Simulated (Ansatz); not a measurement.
# AlHOF (SMILES [O][AlH][F]) at UCAM-B3LYP/STO-3G

What is the electronic atomisation energy of AlHOF at UCAM-B3LYP/STO-3G? 

The results are computed with Ansatz 0.2.0.

70 further runs of the same task are left out: 5 that didn't finish, 65 set aside as unsound or not needed.

## 1. The molecule

The species is AlHOF (4 atoms), meant as a doublet with charge 0. SMILES: `[O][AlH][F]`. Geometry: relaxed at PBE0-D4/def2-TZVP.

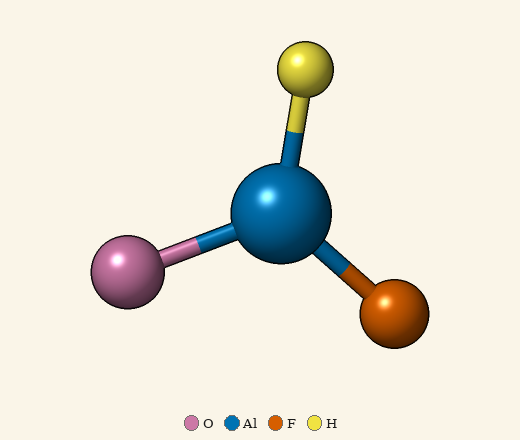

Viewed from a chosen angle; oxygen pink, aluminium blue, fluorine orange, hydrogen yellow.

## 2. A single-point energy at UCAM-B3LYP/STO-3G

Contents of molecule.yaml:

```yaml
crystal:
  periodic: [false, false, false]
  atoms:
    - {symbol: O, position_ang: [-0.128300, -1.061600, 1.299400]}
    - {symbol: Al, position_ang: [0.038200, 0.026100, -0.037000]}
    - {symbol: F, position_ang: [-1.126500, -0.010300, -1.192200]}
    - {symbol: H, position_ang: [1.272100, 0.985600, -0.090400]}
basis:
  gaussian: {orbitals: STO-3G}
total_charge: 0
magnetization: {spin_polarized: true, initial_magnetization: 1}
hamiltonian: {xc: {name: CAM-B3LYP}}
accuracy: high
```

The run is started by

```bash
$ ansatz run molecule.yaml --threads 1 --pin off --max-ram 2610MiB --events-out events.jsonl --progress --plain --runs-dir runs
```

Standard output:

```text
Warning: RAYON_NUM_THREADS=1 ignored (pool sized by the plan → 1); use --threads N
Functional definition: CAM-B3LYP
  name "CAM-B3LYP"
  parameter alpha = 0.19
  parameter beta = 0.46
  parameter omega = 0.33/bohr
  parameter ac = 0.81
  exchange = (1 - alpha - beta)*b88_x + beta*b88_x_sr(omega) + alpha*exact_x + beta*exact_x_lr(omega)
  correlation = (1 - ac)*vwn5_c + ac*lyp_c
356 factors; integrals over basis functions are off by at most 3.0e-8 eV
149 factors; integrals over basis functions are off by at most 1.0e-9 eV
mean field evaluation 1: about -11223.5297 eV, gradient 1.9e1 eV
mean field evaluation 2: about -11224.5821 eV, gradient 1.8e1 eV
mean field evaluation 4: about -11226.8256 eV, gradient 4.6e-1 eV
mean field evaluation 8: about -11226.8159 eV, gradient 7.0e-2 eV
mean field evaluation 16: about -11226.8163 eV, gradient 1.2e-3 eV
mean field -11226.81631326 eV, -412.5778897028 hartree, gradient 6.4e-8 eV, S^2 0.753048; 2 other end points of the search recorded, 0 dependent functions left out
reference -11226.81632386 eV, -412.5778900923 hartree; 16, 15 occupied and 4, 5 virtual orbitals, 356 factors
Total energy: -11226.81632386 eV, -412.5778900923 hartree
```

Run time: 2.8 s. Hardware: 1 thread of Arm Neoverse V1, shared host; peak memory 0.13 GiB.

## 3. The Al atom

Contents of molecule.yaml:

```yaml
crystal:
  periodic: [false, false, false]
  atoms:
    - {symbol: Al, position_ang: [0.000000, 0.000000, 0.000000]}
basis:
  gaussian:
    orbitals: STO-3G
magnetization:
  spin_polarized: true
  initial_magnetization: 1
hamiltonian:
  xc: {name: CAM-B3LYP}
accuracy: high
```

Run the same way, it converges to -239.30384 Eh (log not shown).

## 4. The F atom at the same level

Contents of input.yaml:

```yaml
crystal:
  periodic: [false, false, false]
  atoms:
    - symbol: F
      position_ang: [0.000000, 0.000000, 0.000000]
basis:
  gaussian: {orbitals: STO-3G}
accuracy: high
hamiltonian: {xc: {name: CAM-B3LYP}}
magnetization: {spin_polarized: true, initial_magnetization: 1}
total_charge: 0
```

Run the same way, it converges to -98.23985 Eh (log not shown).

## 5. The H atom, same level

Contents of job.yaml:

```yaml
basis:
  gaussian: {orbitals: STO-3G}
crystal:
  periodic: [false, false, false]
  atoms:
    - {symbol: H, position_ang: [0.000000, 0.000000, 0.000000]}
accuracy: high
magnetization: {spin_polarized: true, initial_magnetization: 1}
hamiltonian: {xc: {name: CAM-B3LYP}}
```

Run the same way, it converges to -0.46260 Eh (log not shown).

## 6. The O atom at the same level

Contents of job.yaml:

```yaml
basis:
  gaussian:
    orbitals: STO-3G
crystal:
  periodic: [false, false, false]
  atoms:
    - {symbol: O, position_ang: [0.000000, 0.000000, 0.000000]}
magnetization:
  spin_polarized: true
  initial_magnetization: 2
hamiltonian:
  xc: {name: CAM-B3LYP}
accuracy: high
```

The run is started by

```bash
$ ansatz run job.yaml --threads 1 --pin off --max-ram 2610MiB --events-out events.jsonl --progress --plain --runs-dir runs
```

Standard output:

```text
Warning: RAYON_NUM_THREADS=1 ignored (pool sized by the plan → 1); use --threads N
Functional definition: CAM-B3LYP
  name "CAM-B3LYP"
  parameter alpha = 0.19
  parameter beta = 0.46
  parameter omega = 0.33/bohr
  parameter ac = 0.81
  exchange = (1 - alpha - beta)*b88_x + beta*b88_x_sr(omega) + alpha*exact_x + beta*exact_x_lr(omega)
  correlation = (1 - ac)*vwn5_c + ac*lyp_c
15 factors; integrals over basis functions are off by at most 1.1e-9 eV
15 factors; integrals over basis functions are off by at most 3.2e-10 eV
mean field evaluation 1: about -2013.8448 eV, gradient 7.5e-12 eV
mean field evaluation 2: about -2013.8454 eV, gradient 9.8e-12 eV
mean field -2013.84542189 eV, -74.0074542210 hartree, gradient 0.0e0 eV, S^2 2.000000; 0 other end points of the search recorded, 0 dependent functions left out
reference -2013.84542680 eV, -74.0074544013 hartree; 5, 3 occupied and 0, 2 virtual orbitals, 15 factors
Total energy: -2013.84542680 eV, -74.0074544013 hartree
```

Wall time 0.24 s (1 thread of Arm Neoverse V1, shared host).

## 7. Results

Level: UCAM-B3LYP/STO-3G.

| quantity | value |
| --- | --- |
| molecule: total energy | -412.57789 Eh |
| molecule: ⟨S²⟩ | 0.753 |
| Al atom: total energy | -239.30384 Eh |
| Al atom: ⟨S²⟩ | 0.750 |
| F atom: total energy | -98.23985 Eh |
| F atom: ⟨S²⟩ | 0.750 |
| H atom: total energy | -0.46260 Eh |
| H atom: ⟨S²⟩ | 0.750 |
| O atom: total energy | -74.00745 Eh |
| O atom: ⟨S²⟩ | 2.000 |
| electronic atomisation energy | 15.351 eV |

Taking the molecule apart into free atoms costs 15.35 eV (1481 kJ/mol), before zero-point energy and without spin-orbit coupling. In a minimal basis such a difference can be off by several eV, whatever the method.
